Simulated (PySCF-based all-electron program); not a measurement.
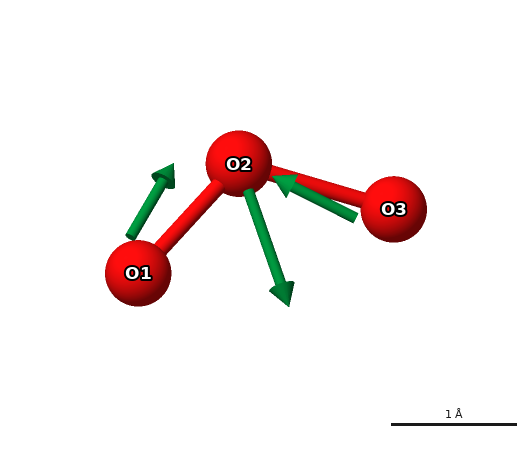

Arrows show the forces on the atoms, 0.6 Å of arrow for 1 eV/Å; forces under a tenth of the largest aren't drawn. Level of theory: PBE, all-electron, scalar-relativistic (spin-free Dirac), large uncontracted Gaussian sets (PySCF-based all-electron program).

> On which atom is the force largest, and how large is it?

On O2: 1.72 eV/Å.

List the force components in the frame of the picture (x right, y up, z towards the viewer), in eV/Å.

| atom | Fx | Fy | Fz |
| --- | --- | --- | --- |
| O1 | 0.58 | 0.99 | −0.51 |
| O2 | 0.54 | −1.56 | 0.48 |
| O3 | −1.12 | 0.57 | 0.03 |
